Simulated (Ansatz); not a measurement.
## Run report: C₂H₆O₂Sn, molecular dynamics (part 1 of 3)

The run: molecular dynamics of C₂H₆O₂Sn. Method and program: RKS PBE0-D4/def2-SVP (Ansatz 0.2.0).

It belongs to a series of runs on one base structure; here: dynamics from the highest image of the converged band. Figures and captions count atoms from 1; the log counts them from 0 in places.

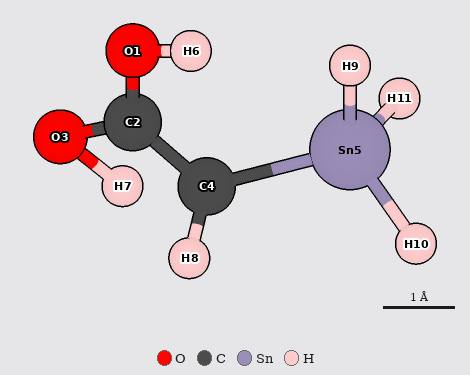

**Figure 1.** The structure as given in the input (ball-and-stick view, seen at a tilt; atoms are numbered from 1 in the order of the input). Sticks mark near contacts. Bond lengths as drawn: C–C 1.44 Å, C–H 1.10 Å, C–O 1.27 to 1.31 Å, C–Sn 2.12 Å, H–O 0.97 to 1.25 Å and H–Sn 1.71 to 1.74 Å.

## Input
```yaml
crystal:
  periodic: [false, false, false]
  atoms:
    - { symbol: O, position_ang: [0.687697, 0.713892, 1.823243] }
    - { symbol: C, position_ang: [0.957476, -0.296543, 1.035694] }
    - { symbol: O, position_ang: [1.627923, -1.271644, 1.492878] }
    - { symbol: C, position_ang: [0.515158, -0.566984, -0.302524] }
    - { symbol: Sn, position_ang: [-1.2476, 0.333305, -1.07047] }
    - { symbol: H, position_ang: [0.220349, 1.39761, 1.319123] }
    - { symbol: H, position_ang: [1.140194, -1.717725, 0.435136] }
    - { symbol: H, position_ang: [1.361931, -0.554416, -1.003644] }
    - { symbol: H, position_ang: [-1.464638, 1.796252, -0.156824] }
    - { symbol: H, position_ang: [-1.09054, 0.737755, -2.725604] }
    - { symbol: H, position_ang: [-2.642652, -0.628402, -0.826411] }
basis:
  gaussian: { orbitals: def2-SVP }
hamiltonian:
  xc: pbe0
  dispersion: d4
md:
  timestep: 0.5
  n_steps: 200
  ensemble: nve
  temperature: 100.0
  initial_velocities: maxwell_boltzmann
  seed: 9862
```

Machine: 2 threads of AMD EPYC (Zen 4), 16 GiB of memory available, shared host.

Launched with:
```bash
ansatz run input.yaml --threads 2 --pin off --max-ram 3072MiB --backend cpu --events-out ev --progress --plain --runs-dir out
```

## What the program printed
```
Engine: ansatz 0.2.0, x86_64-unknown-linux-gnu
Functional definition: PBE0
  parameter a = 0.25
  parameter kappa = 0.804
  parameter beta = 0.06672455060314922
  exchange = (1 - a)*pbe_x(kappa = kappa, mu = beta*pi^2/3) + a*exact_x
  correlation = pbe_c(beta = beta)
1317 factors; integrals over basis functions are off by at most 3.9e-4 eV
mean field evaluation 1: about -12076.2549 eV, gradient 5.5e1 eV
mean field evaluation 2: about -12071.5349 eV, gradient 7.0e1 eV
mean field evaluation 4: about -12082.4490 eV, gradient 5.1e0 eV
mean field evaluation 8: about -12082.5364 eV, gradient 5.2e-2 eV
mean field evaluation 16: about -12082.5364 eV, gradient 3.6e-5 eV
mean field -12082.53640402 eV, -444.0250230103 hartree, gradient 3.6e-5 eV, S^2 0.000000; 0 other end points of the search recorded, 0 dependent functions left out
the calculation of the forces begins
reference -12082.53643293 eV, -444.0250240727 hartree; 28, 28 occupied and 84, 84 virtual orbitals, 1317 factors
md step     0: t =     0.00 fs  T =   100.0 K  F+E_penalty+E_count = -12082.73677822 eV  E_kin = 0.116334 eV  conserved = -12082.62044423 eV  (28 SCF iters)
these checks for a lower state are left out or cut short: starts, cluster_reference, orbital_swaps, neighbouring_geometries, increment
1317 factors; integrals over basis functions are off by at most 3.9e-4 eV
mean field -12082.53479734 eV, -444.0249639660 hartree, gradient 1.8e-5 eV, S^2 0.000000; 0 other end points of the search recorded, 0 dependent functions left out
the calculation of the forces begins
reference -12082.53482628 eV, -444.0249650297 hartree; 28, 28 occupied and 84, 84 virtual orbitals, 1317 factors
md step     1: t =     0.50 fs  T =    98.6 K  F+E_penalty+E_count = -12082.73517066 eV  E_kin = 0.114751 eV  conserved = -12082.62041934 eV  (34 SCF iters)
[... from here on the SCF iterations and repeated set-up lines of each step are left out, up to the last step ...]
md step     2: t =     1.00 fs  T =    94.7 K  F+E_penalty+E_count = -12082.73057185 eV  E_kin = 0.110213 eV  conserved = -12082.62035893 eV  (33 SCF iters)
md step     3: t =     1.50 fs  T =    89.1 K  F+E_penalty+E_count = -12082.72391981 eV  E_kin = 0.103640 eV  conserved = -12082.62027932 eV  (33 SCF iters)
md step     4: t =     2.00 fs  T =    82.7 K  F+E_penalty+E_count = -12082.71646326 eV  E_kin = 0.096265 eV  conserved = -12082.62019834 eV  (33 SCF iters)
md step     5: t =     2.50 fs  T =    76.8 K  F+E_penalty+E_count = -12082.70948059 eV  E_kin = 0.089350 eV  conserved = -12082.62013028 eV  (27 SCF iters)
md step     6: t =     3.00 fs  T =    72.2 K  F+E_penalty+E_count = -12082.70405094 eV  E_kin = 0.083968 eV  conserved = -12082.62008303 eV  (28 SCF iters)
md step     7: t =     3.50 fs  T =    69.5 K  F+E_penalty+E_count = -12082.70092906 eV  E_kin = 0.080873 eV  conserved = -12082.62005651 eV  (28 SCF iters)
md step     8: t =     4.00 fs  T =    69.2 K  F+E_penalty+E_count = -12082.70054743 eV  E_kin = 0.080505 eV  conserved = -12082.62004290 eV  (28 SCF iters)
md step     9: t =     4.50 fs  T =    71.4 K  F+E_penalty+E_count = -12082.70314133 eV  E_kin = 0.083113 eV  conserved = -12082.62002854 eV  (26 SCF iters)
md step    10: t =     5.00 fs  T =    76.5 K  F+E_penalty+E_count = -12082.70896792 eV  E_kin = 0.088971 eV  conserved = -12082.61999702 eV  (26 SCF iters)
md step    11: t =     5.50 fs  T =    84.8 K  F+E_penalty+E_count = -12082.71856845 eV  E_kin = 0.098635 eV  conserved = -12082.61993375 eV  (32 SCF iters)
md step    12: t =     6.00 fs  T =    97.3 K  F+E_penalty+E_count = -12082.73300194 eV  E_kin = 0.113170 eV  conserved = -12082.61983150 eV  (32 SCF iters)
md step    13: t =     6.50 fs  T =   115.4 K  F+E_penalty+E_count = -12082.75396590 eV  E_kin = 0.134270 eV  conserved = -12082.61969630 eV  (31 SCF iters)
md step    14: t =     7.00 fs  T =   141.1 K  F+E_penalty+E_count = -12082.78371660 eV  E_kin = 0.164163 eV  conserved = -12082.61955381 eV  (31 SCF iters)
md step    15: t =     7.50 fs  T =   176.4 K  F+E_penalty+E_count = -12082.82470648 eV  E_kin = 0.205252 eV  conserved = -12082.61945453 eV  (31 SCF iters)
md step    16: t =     8.00 fs  T =   223.0 K  F+E_penalty+E_count = -12082.87886807 eV  E_kin = 0.259389 eV  conserved = -12082.61947909 eV  (31 SCF iters)
md step    17: t =     8.50 fs  T =   280.9 K  F+E_penalty+E_count = -12082.94649199 eV  E_kin = 0.326757 eV  conserved = -12082.61973467 eV  (31 SCF iters)
md step    18: t =     9.00 fs  T =   347.7 K  F+E_penalty+E_count = -12083.02478132 eV  E_kin = 0.404460 eV  conserved = -12082.62032160 eV  (28 SCF iters)
md step    19: t =     9.50 fs  T =   417.3 K  F+E_penalty+E_count = -12083.10663437 eV  E_kin = 0.485410 eV  conserved = -12082.62122398 eV  (31 SCF iters, 3 dispersion substeps)
md step    20: t =    10.00 fs  T =   480.6 K  F+E_penalty+E_count = -12083.18122488 eV  E_kin = 0.559094 eV  conserved = -12082.62213085 eV  (31 SCF iters, 3 dispersion substeps)
md step    21: t =    10.50 fs  T =   529.8 K  F+E_penalty+E_count = -12083.23875636 eV  E_kin = 0.616391 eV  conserved = -12082.62236566 eV  (31 SCF iters, 3 dispersion substeps)
md step    22: t =    11.00 fs  T =   565.9 K  F+E_penalty+E_count = -12083.27972220 eV  E_kin = 0.658358 eV  conserved = -12082.62136383 eV  (31 SCF iters, 3 dispersion substeps)
md step    23: t =    11.50 fs  T =   603.1 K  F+E_penalty+E_count = -12083.32131657 eV  E_kin = 0.701595 eV  conserved = -12082.61972123 eV  (31 SCF iters, 3 dispersion substeps)
md step    24: t =    12.00 fs  T =   660.3 K  F+E_penalty+E_count = -12083.38746976 eV  E_kin = 0.768191 eV  conserved = -12082.61927873 eV  (31 SCF iters, 3 dispersion substeps)
md step    25: t =    12.50 fs  T =   741.6 K  F+E_penalty+E_count = -12083.48370946 eV  E_kin = 0.862735 eV  conserved = -12082.62097426 eV  (31 SCF iters, 3 dispersion substeps)
md step    26: t =    13.00 fs  T =   827.1 K  F+E_penalty+E_count = -12083.58555681 eV  E_kin = 0.962187 eV  conserved = -12082.62337028 eV  (31 SCF iters, 3 dispersion substeps)
md step    27: t =    13.50 fs  T =   888.8 K  F+E_penalty+E_count = -12083.65845598 eV  E_kin = 1.033931 eV  conserved = -12082.62452500 eV  (31 SCF iters, 3 dispersion substeps)
md step    28: t =    14.00 fs  T =   912.1 K  F+E_penalty+E_count = -12083.68507511 eV  E_kin = 1.061060 eV  conserved = -12082.62401491 eV  (31 SCF iters, 3 dispersion substeps)
md step    29: t =    14.50 fs  T =   902.5 K  F+E_penalty+E_count = -12083.67249335 eV  E_kin = 1.049882 eV  conserved = -12082.62261094 eV  (31 SCF iters, 3 dispersion substeps)
md step    30: t =    15.00 fs  T =   877.4 K  F+E_penalty+E_count = -12083.64190884 eV  E_kin = 1.020755 eV  conserved = -12082.62115354 eV  (31 SCF iters, 3 dispersion substeps)
md step    31: t =    15.50 fs  T =   856.2 K  F+E_penalty+E_count = -12083.61611181 eV  E_kin = 0.996025 eV  conserved = -12082.62008688 eV  (31 SCF iters, 3 dispersion substeps)
md step    32: t =    16.00 fs  T =   853.3 K  F+E_penalty+E_count = -12083.61221925 eV  E_kin = 0.992681 eV  conserved = -12082.61953846 eV  (31 SCF iters, 3 dispersion substeps)
md step    33: t =    16.50 fs  T =   876.5 K  F+E_penalty+E_count = -12083.63919038 eV  E_kin = 1.019680 eV  conserved = -12082.61951047 eV  (31 SCF iters, 3 dispersion substeps)
md step    34: t =    17.00 fs  T =   926.2 K  F+E_penalty+E_count = -12083.69748636 eV  E_kin = 1.077481 eV  conserved = -12082.62000535 eV  (31 SCF iters, 3 dispersion substeps)
md step    35: t =    17.50 fs  T =   995.4 K  F+E_penalty+E_count = -12083.77901312 eV  E_kin = 1.157957 eV  conserved = -12082.62105591 eV  (30 SCF iters, 3 dispersion substeps)
md step    36: t =    18.00 fs  T =  1069.6 K  F+E_penalty+E_count = -12083.86694017 eV  E_kin = 1.244296 eV  conserved = -12082.62264386 eV  (30 SCF iters, 3 dispersion substeps)
md step    37: t =    18.50 fs  T =  1128.0 K  F+E_penalty+E_count = -12083.93673301 eV  E_kin = 1.312259 eV  conserved = -12082.62447377 eV  (28 SCF iters, 3 dispersion substeps)
md step    38: t =    19.00 fs  T =  1148.5 K  F+E_penalty+E_count = -12083.96176482 eV  E_kin = 1.336090 eV  conserved = -12082.62567449 eV  (30 SCF iters, 3 dispersion substeps)
md step    39: t =    19.50 fs  T =  1119.6 K  F+E_penalty+E_count = -12083.92731978 eV  E_kin = 1.302426 eV  conserved = -12082.62489339 eV  (30 SCF iters, 3 dispersion substeps)
md step    40: t =    20.00 fs  T =  1055.7 K  F+E_penalty+E_count = -12083.84981132 eV  E_kin = 1.228158 eV  conserved = -12082.62165335 eV  (30 SCF iters, 3 dispersion substeps)
md step    41: t =    20.50 fs  T =   999.1 K  F+E_penalty+E_count = -12083.78052139 eV  E_kin = 1.162270 eV  conserved = -12082.61825174 eV  (29 SCF iters, 3 dispersion substeps)
md step    42: t =    21.00 fs  T =   990.3 K  F+E_penalty+E_count = -12083.77027054 eV  E_kin = 1.152045 eV  conserved = -12082.61822583 eV  (30 SCF iters, 3 dispersion substeps)
md step    43: t =    21.50 fs  T =  1030.3 K  F+E_penalty+E_count = -12083.82013001 eV  E_kin = 1.198623 eV  conserved = -12082.62150695 eV  (30 SCF iters, 3 dispersion substeps)
md step    44: t =    22.00 fs  T =  1080.9 K  F+E_penalty+E_count = -12083.88205013 eV  E_kin = 1.257497 eV  conserved = -12082.62455341 eV  (30 SCF iters, 3 dispersion substeps)
md step    45: t =    22.50 fs  T =  1102.7 K  F+E_penalty+E_count = -12083.90800132 eV  E_kin = 1.282809 eV  conserved = -12082.62519275 eV  (30 SCF iters, 3 dispersion substeps)
md step    46: t =    23.00 fs  T =  1082.9 K  F+E_penalty+E_count = -12083.88375846 eV  E_kin = 1.259790 eV  conserved = -12082.62396814 eV  (30 SCF iters, 3 dispersion substeps)
md step    47: t =    23.50 fs  T =  1033.3 K  F+E_penalty+E_count = -12083.82433618 eV  E_kin = 1.202120 eV  conserved = -12082.62221570 eV  (30 SCF iters, 3 dispersion substeps)
md step    48: t =    24.00 fs  T =   975.0 K  F+E_penalty+E_count = -12083.75499685 eV  E_kin = 1.134222 eV  conserved = -12082.62077506 eV  (30 SCF iters, 3 dispersion substeps)
md step    49: t =    24.50 fs  T =   926.5 K  F+E_penalty+E_count = -12083.69770382 eV  E_kin = 1.077781 eV  conserved = -12082.61992276 eV  (30 SCF iters, 3 dispersion substeps)
md step    50: t =    25.00 fs  T =   899.2 K  F+E_penalty+E_count = -12083.66578965 eV  E_kin = 1.046116 eV  conserved = -12082.61967382 eV  (30 SCF iters, 3 dispersion substeps)
md step    51: t =    25.50 fs  T =   896.6 K  F+E_penalty+E_count = -12083.66303892 eV  E_kin = 1.043046 eV  conserved = -12082.61999305 eV  (30 SCF iters, 3 dispersion substeps)
md step    52: t =    26.00 fs  T =   913.9 K  F+E_penalty+E_count = -12083.68400981 eV  E_kin = 1.063147 eV  conserved = -12082.62086292 eV  (31 SCF iters, 3 dispersion substeps)
md step    53: t =    26.50 fs  T =   938.9 K  F+E_penalty+E_count = -12083.71452203 eV  E_kin = 1.092302 eV  conserved = -12082.62222009 eV  (31 SCF iters, 3 dispersion substeps)
md step    54: t =    27.00 fs  T =   953.7 K  F+E_penalty+E_count = -12083.73325050 eV  E_kin = 1.109481 eV  conserved = -12082.62376946 eV  (31 SCF iters, 3 dispersion substeps)
md step    55: t =    27.50 fs  T =   939.0 K  F+E_penalty+E_count = -12083.71712817 eV  E_kin = 1.092374 eV  conserved = -12082.62475368 eV  (31 SCF iters, 3 dispersion substeps)
md step    56: t =    28.00 fs  T =   884.8 K  F+E_penalty+E_count = -12083.65338222 eV  E_kin = 1.029312 eV  conserved = -12082.62407069 eV  (28 SCF iters, 3 dispersion substeps)
md step    57: t =    28.50 fs  T =   802.6 K  F+E_penalty+E_count = -12083.55511625 eV  E_kin = 0.933750 eV  conserved = -12082.62136613 eV  (31 SCF iters, 3 dispersion substeps)
md step    58: t =    29.00 fs  T =   726.8 K  F+E_penalty+E_count = -12083.46402075 eV  E_kin = 0.845553 eV  conserved = -12082.61846814 eV  (31 SCF iters, 3 dispersion substeps)
md step    59: t =    29.50 fs  T =   691.3 K  F+E_penalty+E_count = -12083.42249031 eV  E_kin = 0.804267 eV  conserved = -12082.61822290 eV  (31 SCF iters, 3 dispersion substeps)
md step    60: t =    30.00 fs  T =   699.2 K  F+E_penalty+E_count = -12083.43414877 eV  E_kin = 0.813364 eV  conserved = -12082.62078468 eV  (31 SCF iters, 3 dispersion substeps)
md step    61: t =    30.50 fs  T =   720.5 K  F+E_penalty+E_count = -12083.46165872 eV  E_kin = 0.838230 eV  conserved = -12082.62342917 eV  (31 SCF iters, 3 dispersion substeps)
md step    62: t =    31.00 fs  T =   722.1 K  F+E_penalty+E_count = -12083.46426875 eV  E_kin = 0.840065 eV  conserved = -12082.62420405 eV  (31 SCF iters, 3 dispersion substeps)
md step    63: t =    31.50 fs  T =   691.0 K  F+E_penalty+E_count = -12083.42723550 eV  E_kin = 0.803905 eV  conserved = -12082.62333065 eV  (31 SCF iters, 3 dispersion substeps)
md step    64: t =    32.00 fs  T =   635.5 K  F+E_penalty+E_count = -12083.36113158 eV  E_kin = 0.739271 eV  conserved = -12082.62186042 eV  (31 SCF iters, 3 dispersion substeps)
md step    65: t =    32.50 fs  T =   573.1 K  F+E_penalty+E_count = -12083.28722327 eV  E_kin = 0.666681 eV  conserved = -12082.62054182 eV  (31 SCF iters, 3 dispersion substeps)
md step    66: t =    33.00 fs  T =   521.0 K  F+E_penalty+E_count = -12083.22573309 eV  E_kin = 0.606074 eV  conserved = -12082.61965949 eV  (32 SCF iters, 3 dispersion substeps)
md step    67: t =    33.50 fs  T =   491.2 K  F+E_penalty+E_count = -12083.19068741 eV  E_kin = 0.571438 eV  conserved = -12082.61924924 eV  (31 SCF iters, 3 dispersion substeps)
md step    68: t =    34.00 fs  T =   489.5 K  F+E_penalty+E_count = -12083.18876551 eV  E_kin = 0.569477 eV  conserved = -12082.61928893 eV  (32 SCF iters, 3 dispersion substeps)
md step    69: t =    34.50 fs  T =   515.4 K  F+E_penalty+E_count = -12083.21937620 eV  E_kin = 0.599594 eV  conserved = -12082.61978173 eV  (32 SCF iters, 3 dispersion substeps)
md step    70: t =    35.00 fs  T =   562.1 K  F+E_penalty+E_count = -12083.27464864 eV  E_kin = 0.653900 eV  conserved = -12082.62074888 eV  (31 SCF iters, 3 dispersion substeps)
md step    71: t =    35.50 fs  T =   616.6 K  F+E_penalty+E_count = -12083.33946917 eV  E_kin = 0.717343 eV  conserved = -12082.62212618 eV  (31 SCF iters, 3 dispersion substeps)
md step    72: t =    36.00 fs  T =   661.6 K  F+E_penalty+E_count = -12083.39318088 eV  E_kin = 0.769627 eV  conserved = -12082.62355434 eV  (32 SCF iters, 3 dispersion substeps)
md step    73: t =    36.50 fs  T =   680.6 K  F+E_penalty+E_count = -12083.41596780 eV  E_kin = 0.791792 eV  conserved = -12082.62417621 eV  (32 SCF iters, 3 dispersion substeps)
md step    74: t =    37.00 fs  T =   669.8 K  F+E_penalty+E_count = -12083.40216289 eV  E_kin = 0.779247 eV  conserved = -12082.62291579 eV  (28 SCF iters, 3 dispersion substeps)
md step    75: t =    37.50 fs  T =   649.0 K  F+E_penalty+E_count = -12083.37482826 eV  E_kin = 0.755008 eV  conserved = -12082.61982075 eV  (32 SCF iters, 3 dispersion substeps)
md step    76: t =    38.00 fs  T =   657.3 K  F+E_penalty+E_count = -12083.38201496 eV  E_kin = 0.764710 eV  conserved = -12082.61730488 eV  (31 SCF iters, 3 dispersion substeps)
md step    77: t =    38.50 fs  T =   724.2 K  F+E_penalty+E_count = -12083.46061995 eV  E_kin = 0.842520 eV  conserved = -12082.61810035 eV  (31 SCF iters, 3 dispersion substeps)
md step    78: t =    39.00 fs  T =   840.0 K  F+E_penalty+E_count = -12083.59870193 eV  E_kin = 0.977220 eV  conserved = -12082.62148182 eV  (31 SCF iters, 3 dispersion substeps)
md step    79: t =    39.50 fs  T =   963.9 K  F+E_penalty+E_count = -12083.74559249 eV  E_kin = 1.121300 eV  conserved = -12082.62429278 eV  (31 SCF iters, 3 dispersion substeps)
md step    80: t =    40.00 fs  T =  1058.6 K  F+E_penalty+E_count = -12083.85642894 eV  E_kin = 1.231523 eV  conserved = -12082.62490605 eV  (31 SCF iters, 3 dispersion substeps)
md step    81: t =    40.50 fs  T =  1112.4 K  F+E_penalty+E_count = -12083.91796149 eV  E_kin = 1.294047 eV  conserved = -12082.62391450 eV  (31 SCF iters, 3 dispersion substeps)
md step    82: t =    41.00 fs  T =  1134.7 K  F+E_penalty+E_count = -12083.94246108 eV  E_kin = 1.319987 eV  conserved = -12082.62247361 eV  (31 SCF iters, 3 dispersion substeps)
md step    83: t =    41.50 fs  T =  1143.1 K  F+E_penalty+E_count = -12083.95108718 eV  E_kin = 1.329797 eV  conserved = -12082.62129061 eV  (30 SCF iters, 3 dispersion substeps)
md step    84: t =    42.00 fs  T =  1153.4 K  F+E_penalty+E_count = -12083.96243651 eV  E_kin = 1.341843 eV  conserved = -12082.62059306 eV  (30 SCF iters, 3 dispersion substeps)
md step    85: t =    42.50 fs  T =  1175.7 K  F+E_penalty+E_count = -12083.98810918 eV  E_kin = 1.367721 eV  conserved = -12082.62038859 eV  (30 SCF iters, 3 dispersion substeps)
md step    86: t =    43.00 fs  T =  1213.1 K  F+E_penalty+E_count = -12084.03195033 eV  E_kin = 1.411297 eV  conserved = -12082.62065369 eV  (30 SCF iters, 3 dispersion substeps)
md step    87: t =    43.50 fs  T =  1262.5 K  F+E_penalty+E_count = -12084.09012946 eV  E_kin = 1.468723 eV  conserved = -12082.62140695 eV  (30 SCF iters, 3 dispersion substeps)
md step    88: t =    44.00 fs  T =  1313.7 K  F+E_penalty+E_count = -12084.15093652 eV  E_kin = 1.528268 eV  conserved = -12082.62266890 eV  (30 SCF iters, 3 dispersion substeps)
md step    89: t =    44.50 fs  T =  1350.1 K  F+E_penalty+E_count = -12084.19492681 eV  E_kin = 1.570625 eV  conserved = -12082.62430187 eV  (31 SCF iters, 3 dispersion substeps)
md step    90: t =    45.00 fs  T =  1351.4 K  F+E_penalty+E_count = -12084.19791225 eV  E_kin = 1.572187 eV  conserved = -12082.62572569 eV  (31 SCF iters, 3 dispersion substeps)
md step    91: t =    45.50 fs  T =  1302.2 K  F+E_penalty+E_count = -12084.14070972 eV  E_kin = 1.514938 eV  conserved = -12082.62577163 eV  (31 SCF iters, 3 dispersion substeps)
md step    92: t =    46.00 fs  T =  1206.1 K  F+E_penalty+E_count = -12084.02651924 eV  E_kin = 1.403095 eV  conserved = -12082.62342426 eV  (31 SCF iters, 3 dispersion substeps)
md step    93: t =    46.50 fs  T =  1094.9 K  F+E_penalty+E_count = -12083.89350429 eV  E_kin = 1.273790 eV  conserved = -12082.61971393 eV  (28 SCF iters, 3 dispersion substeps)
md step    94: t =    47.00 fs  T =  1013.4 K  F+E_penalty+E_count = -12083.79693373 eV  E_kin = 1.178904 eV  conserved = -12082.61802961 eV  (30 SCF iters, 3 dispersion substeps)
md step    95: t =    47.50 fs  T =   980.7 K  F+E_penalty+E_count = -12083.76103100 eV  E_kin = 1.140917 eV  conserved = -12082.62011417 eV  (31 SCF iters, 3 dispersion substeps)
md step    96: t =    48.00 fs  T =   972.9 K  F+E_penalty+E_count = -12083.75528466 eV  E_kin = 1.131831 eV  conserved = -12082.62345407 eV  (31 SCF iters, 3 dispersion substeps)
md step    97: t =    48.50 fs  T =   948.7 K  F+E_penalty+E_count = -12083.72862393 eV  E_kin = 1.103656 eV  conserved = -12082.62496787 eV  (31 SCF iters, 3 dispersion substeps)
md step    98: t =    49.00 fs  T =   885.3 K  F+E_penalty+E_count = -12083.65415871 eV  E_kin = 1.029931 eV  conserved = -12082.62422746 eV  (31 SCF iters, 3 dispersion substeps)
md step    99: t =    49.50 fs  T =   787.7 K  F+E_penalty+E_count = -12083.53873754 eV  E_kin = 0.916312 eV  conserved = -12082.62242584 eV  (31 SCF iters, 3 dispersion substeps)
md step   100: t =    50.00 fs  T =   676.2 K  F+E_penalty+E_count = -12083.40727485 eV  E_kin = 0.786639 eV  conserved = -12082.62063605 eV  (32 SCF iters, 3 dispersion substeps)
md step   101: t =    50.50 fs  T =   573.4 K  F+E_penalty+E_count = -12083.28637374 eV  E_kin = 0.667031 eV  conserved = -12082.61934311 eV  (32 SCF iters, 3 dispersion substeps)
md step   102: t =    51.00 fs  T =   496.2 K  F+E_penalty+E_count = -12083.19592402 eV  E_kin = 0.577259 eV  conserved = -12082.61866479 eV  (32 SCF iters, 3 dispersion substeps)
```
